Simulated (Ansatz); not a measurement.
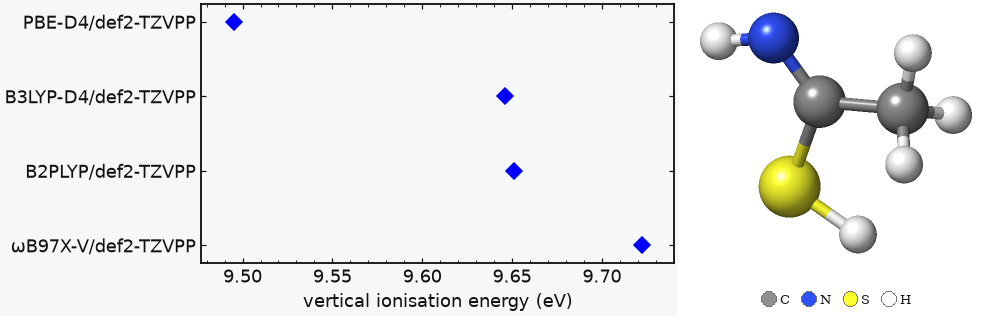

Vertical ionisation energy of C₂H₅NS (imidic-acid tautomer), SMILES C/C(=N/[H])S, taken as the energy of the cation less that of the neutral at fixed geometry (unrestricted doublet cation, cores frozen in correlated methods, no spin-orbit coupling), the Ansatz code 0.2.0, at a PBE0-D4/def2-TZVP geometry (a minimum by its frequencies).

What range do the values span?

From 9.50 eV (PBE-D4/def2-TZVPP) to 9.72 eV (ωB97X-V/def2-TZVPP).

Give the values.

```
              level    eV
  PBE-D4/def2-TZVPP  9.50
B3LYP-D4/def2-TZVPP  9.65
  B2PLYP/def2-TZVPP  9.65
 ωB97X-V/def2-TZVPP  9.72
```
